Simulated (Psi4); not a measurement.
# SiPH5O2 (SMILES O[SiH2]OP) at B2PLYP/6-31G(d) (density fitting for correlation, spherical functions)

Aim: the vertical ionisation energy of SiPH5O2 at B2PLYP/6-31G* (density fitting for correlation, spherical functions), from 2 runs. 

The calculation is run with Psi4 1.11.

**1. The molecule**

The species is SiPH5O2 (9 atoms), meant as a singlet with charge 0. As SMILES, `O[SiH2]OP`. The shape is that of a PBE0-D4/def2-TZVP optimisation. This is one conformer, not always the lowest.

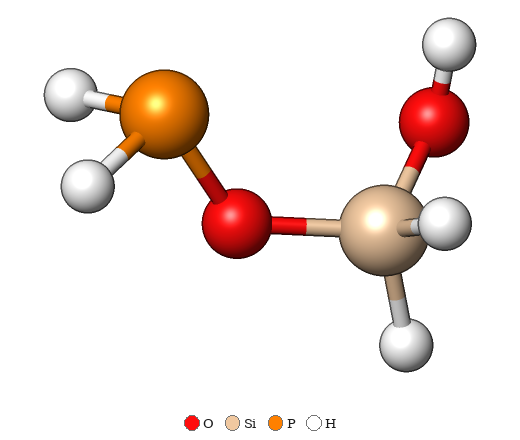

The structure, seen from a chosen angle (oxygen red, silicon light orange, phosphorus orange, hydrogen white).

**2. A single-point energy at B2PLYP/6-31G(d) (density fitting for correlation, spherical functions)**

File h5o2psi.py:

```python
import psi4

psi4.set_memory(2200000000)
psi4.set_num_threads(1)
psi4.core.set_output_file('output.dat', False)

m = psi4.geometry("""
0 1
O     -0.307900     1.144300    -1.642900
Si     0.817700     0.562000    -0.606400
O      0.302400    -0.778100     0.201800
P     -0.942200    -0.834900     1.277600
H     -0.998700     1.706900    -1.290600
H      1.170600     1.605300     0.391300
H      1.964500     0.123500    -1.421100
H     -0.305900    -1.590900     2.302600
H     -1.612000    -1.984300     0.770600
symmetry c1
""")

psi4.set_options({
    'basis': '6-31G*',
    'reference': 'rks',
    'puream': True,
    'e_convergence': 1e-09,
    'd_convergence': 1e-08,
    'scf_type': 'pk',
    'dft_radial_points': 99,
    'dft_spherical_points': 590,
    'num_frozen_docc': 12,
})

energy_value = psi4.energy("b2plyp", molecule=m)
print(f'total energy {energy_value:.8f} hartree = {energy_value * 27.211386:.5f} eV')
```

Run with:

```console
$ python h5o2psi.py
```

output.dat:

```text
[...]
  Running in c1 symmetry.
[...]
  Nuclear repulsion =  233.152845558399036
[...]
  Multiplicity = 1
[...]
  Nalpha       = 25
  Nbeta        = 25
[...]
    Number of basis functions: 74
[...]
   @RKS iter   1:  -783.54666371776966   -4.66335e-01   9.34168e-03 ADIIS/DIIS
[...]
   @RKS iter  11:  -783.73564356416796   -7.61702e-12   6.64037e-09 DIIS
[...]
    Orbital Energies [Eh]
    ---------------------
    Doubly Occupied:
       1A    -78.309005     2A    -67.272604     3A    -19.744200
       4A    -19.741682     5A     -6.977697     6A     -5.668579
       7A     -5.029297     8A     -5.026867     9A     -5.023761
      10A     -3.923347    11A     -3.922280    12A     -3.921182
      13A     -1.163210    14A     -1.143054    15A     -0.739507
      16A     -0.642785    17A     -0.560789    18A     -0.519741
      19A     -0.503316    20A     -0.476617    21A     -0.444359
      22A     -0.412674    23A     -0.392253    24A     -0.371584
      25A     -0.304967
[...]
  @RKS Final Energy:  -783.73564356416796
   => Energetics <=
    Nuclear Repulsion Energy =            233.1528455583990365
    One-Electron Energy =               -1547.6485445430730579
    Two-Electron Energy =                 561.0232596662328888
    DFT Exchange-Correlation Energy =     -30.2632042457269179
    Empirical Dispersion Energy =           0.0000000000000000
    VV10 Nonlocal Energy =                  0.0000000000000000
    Total Energy =                       -783.7356435641679582
[...]
 Multipole Moments:
 ------------------------------------------------------------------------------------
     Multipole            Electronic (a.u.)      Nuclear  (a.u.)        Total (a.u.)
 ------------------------------------------------------------------------------------
 L = 1.  Multiply by 2.5417464519 to convert [e a0] to [Debye]
 Dipole X            :         -1.6934610            1.3339041           -0.3595569
 Dipole Y            :         -0.5409290            0.8263463            0.2854173
 Dipole Z            :          0.9887003           -0.5023799            0.4863203
 Magnitude           :                                                    0.6687687
[...]
```

The script printed:

```text
total energy -783.91239142 hartree = -21331.34267 eV
```

Wall time 16 s (1 thread of Intel Xeon Platinum 8259CL at 2.50GHz (Skylake/Cascade Lake), shared host); peak memory 1.2 GiB.

**3. The doublet cation at the same level**

File h5o2psi.xyz:

```xyz
9
H5O2PSi
O     -0.307900     1.144300    -1.642900
Si     0.817700     0.562000    -0.606400
O      0.302400    -0.778100     0.201800
P     -0.942200    -0.834900     1.277600
H     -0.998700     1.706900    -1.290600
H      1.170600     1.605300     0.391300
H      1.964500     0.123500    -1.421100
H     -0.305900    -1.590900     2.302600
H     -1.612000    -1.984300     0.770600
```

File run.py:

```python
import numpy as np
from ase.calculators.psi4 import Psi4
from ase.io import read

atoms = read('h5o2psi.xyz')
calc = Psi4(atoms=atoms, method='b2plyp', basis='6-31G*', memory='2200MB', num_threads=1, charge=1, multiplicity=2, label='psi4-calc', reference='uks')
calc.psi4.set_options({'puream': True, 'e_convergence': 1e-09, 'd_convergence': 1e-08, 'scf_type': 'pk', 'dft_radial_points': 99, 'dft_spherical_points': 590, 'num_frozen_docc': 12, 'maxiter': 100})
atoms.calc = calc

print(f'energy: {atoms.get_potential_energy():.6f} eV')
```

Run with:

```console
$ python run.py
```

psi4-calc.dat:

```text
[...]
  Running in c1 symmetry.
[...]
  Nuclear repulsion =  233.152845558399036
[...]
  Multiplicity = 2
[...]
  Nalpha       = 25
  Nbeta        = 24
[...]
    Number of basis functions: 74
[...]
   @UKS iter   1:  -783.18815918471478   -1.07830e-01   9.22717e-03 ADIIS/DIIS
[...]
   @UKS iter  18:  -783.38895501424997   -2.50111e-12   8.54556e-09 DIIS
[...]
   @S^2 Observed:                7.586535542E-01
[...]
    Orbital Energies [Eh]
    ---------------------
    Alpha Occupied:
       1A    -78.630715     2A    -67.453556     3A    -20.031630
       4A    -19.906191     5A     -7.296927     6A     -5.851602
       7A     -5.351963     8A     -5.345350     9A     -5.343488
      10A     -4.107330    11A     -4.104516    12A     -4.103055
      13A     -1.435370    14A     -1.313438    15A     -1.023794
      16A     -0.847919    17A     -0.792745    18A     -0.777814
      19A     -0.766019    20A     -0.685017    21A     -0.653429
      22A     -0.634005    23A     -0.608066    24A     -0.573500
      25A     -0.552032
    Alpha Virtual:
[...]
  @UKS Final Energy:  -783.38895501424997
   => Energetics <=
    Nuclear Repulsion Energy =            233.1528455583990365
    One-Electron Energy =               -1536.0137520826810942
    Two-Electron Energy =                 549.5730260254943005
    DFT Exchange-Correlation Energy =     -30.1010745154623471
    Empirical Dispersion Energy =           0.0000000000000000
    VV10 Nonlocal Energy =                  0.0000000000000000
    Total Energy =                       -783.3889550142499729
[...]
 Multipole Moments:
 ------------------------------------------------------------------------------------
     Multipole            Electronic (a.u.)      Nuclear  (a.u.)        Total (a.u.)
 ------------------------------------------------------------------------------------
 L = 1.  Multiply by 2.5417464519 to convert [e a0] to [Debye]
 Dipole X            :         -2.7506476            1.3339041           -1.4167435
 Dipole Y            :         -1.5480650            0.8263463           -0.7217187
 Dipole Z            :          2.7341862           -0.5023799            2.2318063
 Magnitude           :                                                    2.7402553
[...]
```

The script printed:

```text
energy: -21321.865985 eV
```

Wall time 35 s (1 thread of Intel Xeon Platinum 8259CL at 2.50GHz (Skylake/Cascade Lake), shared host); peak memory 1.2 GiB.

**4. What came out**

At B2PLYP/6-31G* (density fitting for correlation, spherical functions), 12 core orbitals frozen:

| quantity | value |
| --- | --- |
| singlet SiPH5O2: total energy | -783.91239 Eh |
| singlet SiPH5O2: HOMO energy (SCF part's orbitals) | -8.30 eV |
| singlet SiPH5O2: LUMO energy (SCF part's orbitals) | 1.39 eV |
| singlet SiPH5O2: HOMO–LUMO gap (SCF part's orbitals) | 9.69 eV |
| doublet cation: total energy | -783.56413 Eh |
| doublet cation: HOMO energy (SCF part's orbitals) (highest over α and β) | -14.95 eV |
| doublet cation: LUMO energy (SCF part's orbitals) (lowest over α and β) | -10.54 eV |
| doublet cation: ⟨S²⟩ | 0.759 |
| vertical ionisation energy (to the doublet cation) | 9.477 eV |

What this shows: Removing an electron at fixed nuclei costs 9.48 eV (914 kJ/mol). The negative HOMO energy of the first species, 8.30 eV, lies 1.18 eV below that difference.
